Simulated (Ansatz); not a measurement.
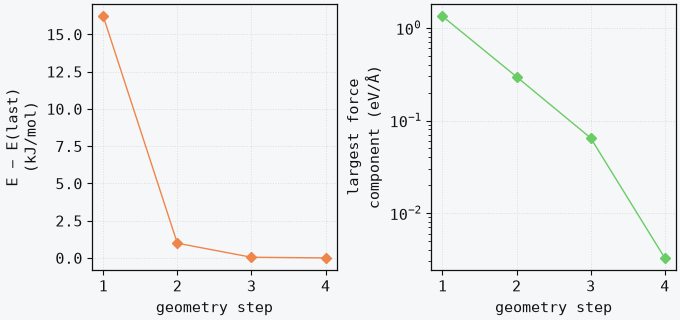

History of a geometry optimisation.

```
crystal:
  periodic: [false, false, false]
  atoms:
    - {symbol: Al, position_ang: [-0.773201, 0.036912, -0.739068]}
    - {symbol: H, position_ang: [-0.090791, 1.051244, -1.776202]}
    - {symbol: H, position_ang: [-0.818445, -1.513955, -1.142729]}
    - {symbol: H, position_ang: [-1.969485, 0.600622, 0.167231]}
basis:
  gaussian: {orbitals: def2-TZVP}
hamiltonian: {xc: pbe0, dispersion: d4}
relax: {f_tol: 0.005, max_steps: 200}
```

Launched with:
```bash
ansatz run in.yaml --threads 2 --pin off --events-out ev --progress --plain --max-ram 4352MiB
```

### How did the optimisation end?

The optimisation met its thresholds at geometry 4, counting the start as the first. The energy fell by about 16 kJ/mol from the first step to the last. The largest force component goes from about 1.3 eV/Å at the start to 3 × 10⁻³ eV/Å at the end.
